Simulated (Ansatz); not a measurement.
# FH5OSi2: a ladder of functionals and wavefunction methods

How much do the methods differ for FH5OSi2? The plan is to run it at one geometry with functionals of several rungs and with coupled cluster. The yardstick is the atomisation energy at the CCSD(T) limit.

Program: Ansatz 0.2.0, Gaussian basis. Level of theory: functionals in def2-TZVPP, the program's frozen cores in correlated methods. These are calculated values, not measurements.

Plan: PBE-D4, r2SCAN-D4, PBE0-D4, B3LYP-D4, ωB97X-V, ωB97M-V, B2PLYP; CCSD(T)/def2-TZVPP; CCSD(T)/def2-QZVPP; extrapolation to the limit.

## Step 1: The geometry

The geometry comes from an earlier relaxation with PBE0-D4 in a triple-zeta def2 set; it is a stationary point, not always the lowest conformer.

SMILES `O[SiH2][SiH2]F`, 9 atoms, charge 0, spin multiplicity 1.

Atoms are counted from 1 here; the program's logs count them from 0.

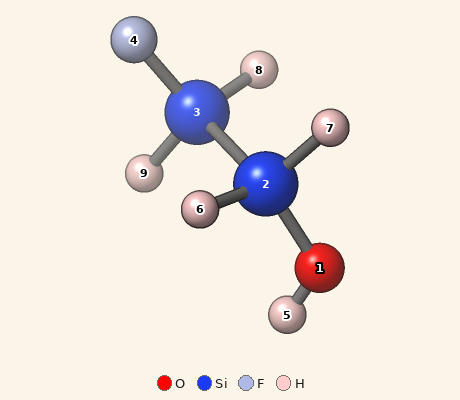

The geometry (oxygen red, silicon blue, fluorine light blue, hydrogen pink); atoms are numbered from 1 in the order of the file.

## Step 2: PBE-D4 (GGA)

Input file in.yaml:

```yaml
crystal:
  periodic: [false, false, false]
  atoms:
    - {symbol: O, position_ang: [-0.215656, 2.019296, -0.333493]}
    - {symbol: Si, position_ang: [0.478695, 0.770942, 0.501289]}
    - {symbol: Si, position_ang: [-0.460445, -1.279750, -0.176164]}
    - {symbol: F, position_ang: [0.364936, -2.497689, 0.473866]}
    - {symbol: H, position_ang: [-0.050561, 2.072859, -1.275585]}
    - {symbol: H, position_ang: [1.955123, 0.722371, 0.293095]}
    - {symbol: H, position_ang: [0.201071, 1.038836, 1.933391]}
    - {symbol: H, position_ang: [-1.880419, -1.420268, 0.240938]}
    - {symbol: H, position_ang: [-0.392743, -1.426586, -1.657337]}
basis:
  gaussian: {orbitals: def2-TZVPP}
hamiltonian: {xc: pbe, dispersion: d4}
output: {forces: true, orbitals: {seedname: orbitals}}
```

Started as:

```
ansatz run in.yaml --threads 2 --pin off --events-out ev --progress --plain --max-ram 32768MiB --backend cpu
```

After this run come: r2SCAN-D4 (meta-GGA); PBE0-D4 (hybrid); B3LYP-D4 (hybrid); ωB97X-V (range-separated); ωB97M-V (range-separated); B2PLYP (double hybrid); CCSD(T) in def2-TZVPP; CCSD(T) in def2-QZVPP.

Before running them: what should the planned runs give, taken together? Wanted: atomisation energy, CCSD(T)/CBS; farthest; mean size of error, hybrid; mean size of error, range-separated; gap, smallest and largest; T1 diagnostic; triples share of the correlation energy.

**Answer**, as computed:

| quantity | value |
| --- | --- |
| atomisation energy, CCSD(T)/CBS | 3050.3 kJ/mol |
| functionals within 15.3 kJ/mol (0.5 %) | ωB97X-V |
| farthest | PBE0-D4 (-72.7 kJ/mol) |
| mean size of error, hybrid | 52.7 kJ/mol |
| mean size of error, range-separated | 10.0 kJ/mol |
| gap, smallest and largest | 4.69 eV (PBE-D4), 11.17 eV (ωB97X-V) |
| T1 diagnostic | 0.0120 |
| triples share of the correlation energy | 3.0 % |

What this shows: PBE-D4 is off by -29.8 kJ/mol. Double hybrids carry the basis error of their MP2 part in triple zeta, and no dispersion term here, so their miss is partly the set-up's. The reference freezes the cores and leaves out relativity and excitations past (T), so misses under about 15.3 kJ/mol can't be ranked. Hartree-Fock recovers 74 % of the binding; the rest is correlation. Orbital gaps span 4.7 to 11.2 eV; exact exchange widens them.
